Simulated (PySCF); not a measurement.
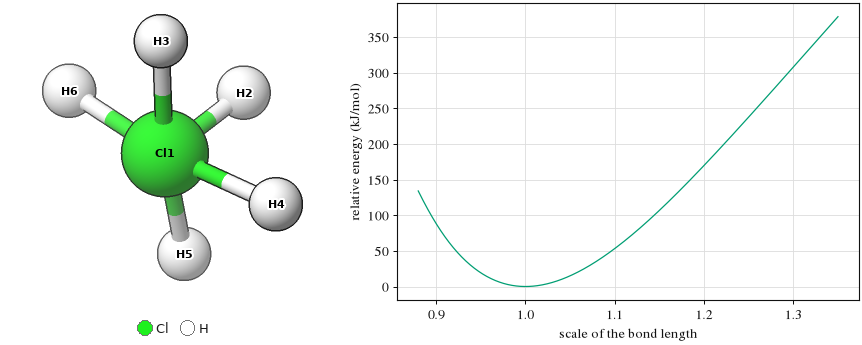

Rigid scan of ClH₅, singlet, from a minimum of the shape that electron-pair counting expects: all bonds to atom 1 scaled (atom 1 is the central atom). PBE0/def2-TZVP, PySCF 2.14.0, restricted determinant, no spin-orbit coupling; energies counted from the minimum. Splines pass through the computed points.

Q: What does it cost to go to either end of the scan?

A: 134.1 kJ/mol at 0.88 and 378.5 kJ/mol at 1.35.

Q: Give the values at the computed points.

A: In kJ/mol:
```
scale of the bond length   PBE0
                    0.88  134.1
                    0.92   53.4
                    0.96   12.0
                    1.00    0.0
                    1.04    9.8
                    1.08   35.7
                    1.14   95.1
                    1.22  196.5
                    1.35  378.5
```
